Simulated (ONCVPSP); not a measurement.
## Pseudopotential generation for B

System: boron (B, Z = 5), core [He], reference valence 2s1.5 2p1.5, valence charge 3.
Method: ONCV potential, PBE, scalar-relativistic, made with ONCVPSP 4.0.1.

Summary:

- outcome: generated
- cutoffs needed: 11 Ha and 34 Ha (the cutoffs at which the residual kinetic energy of the hardest occupied pseudo-wave falls to 1 and 0.1 mHa per electron)
- ghost test: no bound ghost flagged; no localised positive-energy state flagged (flags above 300 eV left out)
- largest excitation error: +180 meV (all-electron minus pseudo) for 2s1 2p0, out of 4 test configurations
- range over which the phases arctan(r R′/R) at the test radius agree within 0.05 rad (a looser test near the poles than one of phase shifts): s: over the whole range computed; p: up to about 1.2 Ha; d: up to about 3.3 Ha; f: not judged, local potential alone
- hardware: 1 CPU thread, shared host
- wall time: 2.4 s

The input:
```
# ATOM AND REFERENCE CONFIGURATION
# atsym  z   nc   nv     iexc    psfile
  B 5.00    1    2        4      upf
#
#   n    l    f
    1    0    2.00
    2    0    1.50
    2    1    1.50
#
# PSEUDOPOTENTIAL AND OPTIMIZATION
# lmax
    2
#
#   l,   rc,      ep,       ncon, nbas, qcut
    0    1.55    0.00    4    8    5.00
    1    1.95    0.00    4    7    4.20
    2    2.10    0.11    4    8    4.30
#
# LOCAL POTENTIAL
# lloc, lpopt,  rc(5),   dvloc0
    4    5    1.15   -1.00
#
# VANDERBILT-KLEINMAN-BYLANDER PROJECTORs
# l, nproj, debl
    0    2    4.00
    1    1    2.30
    2    1    0.80
#
# MODEL CORE CHARGE
# icmod, fcfact, rcfact
    0    0.00    0.00
#
# LOG DERIVATIVE ANALYSIS
# epsh1, epsh2, depsh
   -2.00    5.00    0.02
#
# OUTPUT GRID
# rlmax, drl
    6.00    0.01
#
# TEST CONFIGURATIONS
# ncnf
    4
# nvcnf
#   n    l    f
    2
    2    0    2.00
    2    1    1.00
#
    2
    2    0    2.00
    2    1    0.00
#
    2
    2    0    1.00
    2    1    0.00
#
    2
    2    0    1.00
    2    1    2.00
#
```

Launched with:
```bash
oncvpsp.x < B.dat > B.out
```

The program's output (extracts):
```
ONCVPSP  (Optimized Norm-Conservinng Vanderbilt PSeudopotential)
scalar-relativistic version 4.0.1

#   n    l    f        energy (Ha)
    1    0    2.00    -6.6584384E+00
    2    0    1.50    -3.5625861E-01
    2    1    1.50    -1.4121665E-01

Reference configufation results
  iterations    23
  all-electron total energy (Ha)   -2.44958092D+01

Begin loop to  construct optimized pseudo wave functions
and semi-local pseudopoentials for all angular momenta

   Wellstate for l =  0  n =  4
     eigenvalue =   3.6437
     asymptotic potential =   4.1437
     half-point radius =  2.7599

Calculating optimized projector #   1

 for l=   0

    Fraction of norm inside rc  0.367696
    Optimizing pswf for qcut=   4.99 a_B^-1,  ecut=  12.47 Ha
    Residual kinetic energy error=  2.16D-04 Ha

    Energy error per electron        Cutoff
         Ha          eV             Ha
         0.01000     0.27211        5.83
         0.00100     0.02721       10.00
         0.00010     0.00272       19.68
         0.00001     0.00027       66.75

Calculating optimized projector #   2

 for l=   0

    Fraction of norm inside rc  0.119310
    Optimizing pswf for qcut=   4.99 a_B^-1,  ecut=  12.47 Ha
    Residual kinetic energy error=  4.35D-03 Ha

    Energy error per electron        Cutoff
         Ha          eV             Ha
         0.01000     0.27211       11.32
         0.00100     0.02721       15.00
         0.00010     0.00272       72.21
         0.00001     0.00027       93.85

Calculating optimized projector #   1

 for l=   1

    Fraction of norm inside rc  0.475693
    Optimizing pswf for qcut=   4.19 a_B^-1,  ecut=   8.78 Ha
    Residual kinetic energy error=  2.11D-03 Ha

    Energy error per electron        Cutoff
         Ha          eV             Ha
         0.01000     0.27211        6.54
         0.00100     0.02721       11.45
         0.00010     0.00272       34.35
         0.00001     0.00027       41.02

   Wellstate for l =  2  n =  3
     eigenvalue =   0.1100
     asymptotic potential =   0.6100
     half-point radius = 13.9626

Calculating optimized projector #   1

 for l=   2

    Fraction of norm inside rc  0.007321
    Optimizing pswf for qcut=   4.30 a_B^-1,  ecut=   9.23 Ha
    Residual kinetic energy error=  1.24D-06 Ha

    Energy error per electron        Cutoff
         Ha          eV             Ha
         0.01000     0.27211        0.46
         0.00100     0.02721        1.63
         0.00010     0.00272        3.85
         0.00001     0.00027        6.68

Construct Vanderbilt / Kleinmman-Bylander projectors

B matrix Hermiticity error, ll=   0
   1   2   -1.3396E-04

  Orthonormal projector coefficients  6.2103E+00  1.0210E+00

Pseudoatom total energy   -2.476755

Diagnostic tests using Vanderbilt-Kleinman-Bylander pseudopotentials
  1 or more projectors used as specified by nproj input data

   l    rcore       rmatch      e in        delta e   norm test  slope test

   0   1.5519534   1.5990740  -0.3562586  -0.0000021   1.0000138   1.0000471
   0   1.5519534   1.5990740   3.6437414   0.0000473   1.0001468   1.0001468

   1   1.9597466   2.0192487  -0.1412167  -0.0000006   0.9999999   1.0000073

   2   2.1055991   2.1695296   0.1100000   0.0000027   1.0000006   1.0000006

 Testing for bound ghosts
   n   l    E NL Schr. Eq   E Basis Diag.   E Cutoff

   1   0       -0.356261       -0.343932    108.24

   2   1       -0.141217       -0.133245     39.94

 Testing for highly-localized positive-energy ghosts
       l    <radius>/rc     E Basis Diag.   E Cutoff

       2        0.429818       94.969666     57.42  WARNING - GHOST(+)

Test configuration 0

   n   l     f        eae           eps        diff
   1   0  2.0000   -6.65843839
   2   0  1.5000   -0.35625861   -0.35626075   -2.14D-06
   2   1  1.5000   -0.14121665   -0.14121724   -5.82D-07

    Total energies and differences
      AE_ref= -2.44958092D+01  AE_tst= -2.44958092D+01  dif=  0.00D+00
      PS_ref= -2.47675463D+00  PS_tst= -2.47675463D+00  dif=  5.77D-15
      PSP excitation error= -5.77D-15

Test configuration 1

   n   l     f        eae           eps        diff
   1   0  2.0000   -6.63656389
   2   0  2.0000   -0.34702672   -0.34675370    2.73D-04
   2   1  1.0000   -0.13254806   -0.13221385    3.34D-04

    Total energies and differences
      AE_ref= -2.44958092D+01  AE_tst= -2.46031956D+01  dif= -1.07D-01
      PS_ref= -2.47675463D+00  PS_tst= -2.58415767D+00  dif= -1.07D-01
      PSP excitation error=  1.67D-05

Test configuration 2

   n   l     f        eae           eps        diff
   1   0  2.0000   -7.11562878
   2   0  2.0000   -0.71701471   -0.71409543    2.92D-03

    Total energies and differences
      AE_ref= -2.44958092D+01  AE_tst= -2.43011379D+01  dif=  1.95D-01
      PS_ref= -2.47675463D+00  PS_tst= -2.28412183D+00  dif=  1.93D-01
      PSP excitation error=  2.04D-03

Test configuration 3

   n   l     f        eae           eps        diff
   1   0  2.0000   -7.76055369
   2   0  1.0000   -1.15669543   -1.14961427    7.08D-03

    Total energies and differences
      AE_ref= -2.44958092D+01  AE_tst= -2.33668887D+01  dif=  1.13D+00
      PS_ref= -2.47675463D+00  PS_tst= -1.35446042D+00  dif=  1.12D+00
      PSP excitation error=  6.63D-03

Test configuration 4

   n   l     f        eae           eps        diff
   1   0  2.0000   -6.67883813
   2   0  1.0000   -0.36458281   -0.36482431   -2.42D-04
   2   1  2.0000   -0.14913075   -0.14938101   -2.50D-04

    Total energies and differences
      AE_ref= -2.44958092D+01  AE_tst= -2.43881806D+01  dif=  1.08D-01
      PS_ref= -2.47675463D+00  PS_tst= -2.36913131D+00  dif=  1.08D-01
      PSP excitation error=  5.33D-06
```

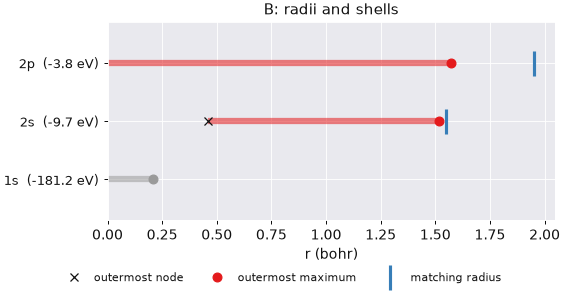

*Outer shells of the all-electron reference atom: each bar runs from the outermost node (or the nucleus) to the outermost maximum of u(r); the tick is the radius chosen for the pseudo-wave. Shells without a tick have no pseudo-wave of their own. Levels, nodes and maxima are from ld1.x, scalar-relativistic.*

- Radii against the shells: 2s: 1.55 bohr, outside the maximum; 2p: 1.95 bohr, outside the maximum.

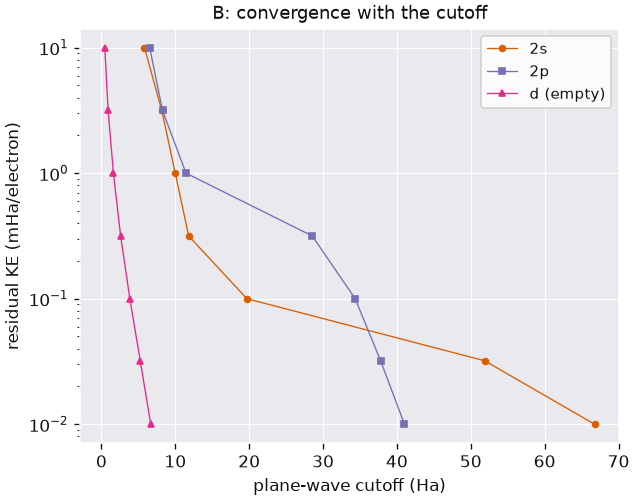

*Residual kinetic energy of the pseudo-waves (the first of each channel, and further valence shells) beyond the plane-wave cutoff, as the generator prints it.*

- Cutoffs for the occupied states: 11 Ha for 1 mHa and 34 Ha for 0.1 mHa per electron. The first is set by 2p.
- Cutoffs for 1 mHa per electron: 2p: 11 Ha; 2s: 10.0 Ha; d (empty): 1.6 Ha.

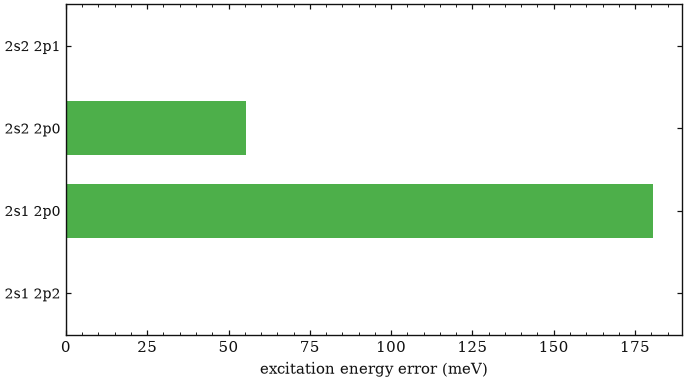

*Errors, all-electron minus pseudo, of the energies of valence configurations relative to the unpolarised reference 2s1.5 2p1.5.*

- Worst configuration: 2s1 2p0 (charge +2): the error is +180 meV on an all-electron energy of +30.72 eV relative to the reference, or 0.59 %.
- Configurations within 10 meV and within 50 meV: 2 and 2 of 4.

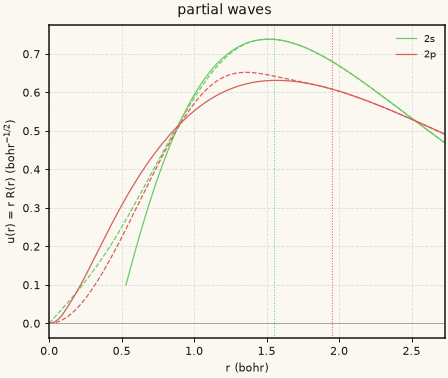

*Pseudo-waves (dashed) against the all-electron radial functions (solid). Dotted lines mark the matching radii. The innermost oscillations of some all-electron curves aren't drawn.*

Pseudo-waves: 2s has no node; 2p has no node.

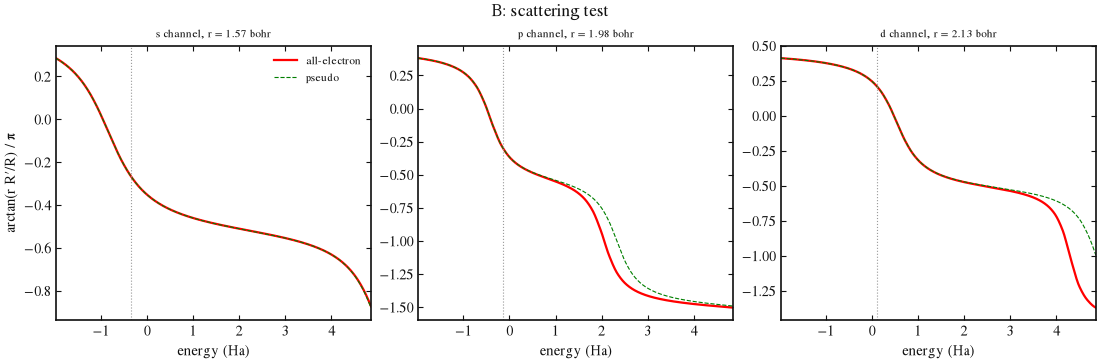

*Unwrapped phase arctan(r R′/R) in units of π against energy, all-electron (solid) and pseudo (dashed); the pseudo phase is matched to the all-electron one at the reference energy. Here R(r) is the radial function. The dotted line marks the reference energy of the channel. Not drawn: f: not judged.*

- Range over which the phases agree within 0.05 rad: s: over the whole range drawn; p: up to about 1.2 Ha; d: up to about 3.3 Ha.
- Poles, where the radial function vanishes at the test radius: s: all-electron at 1.8 Ha, pseudo at 1.8 Ha; p: all-electron at 0.6 and 4.7 Ha, pseudo at 0.6 Ha; d: all-electron at 2.4 Ha, pseudo at 2.5 Ha.
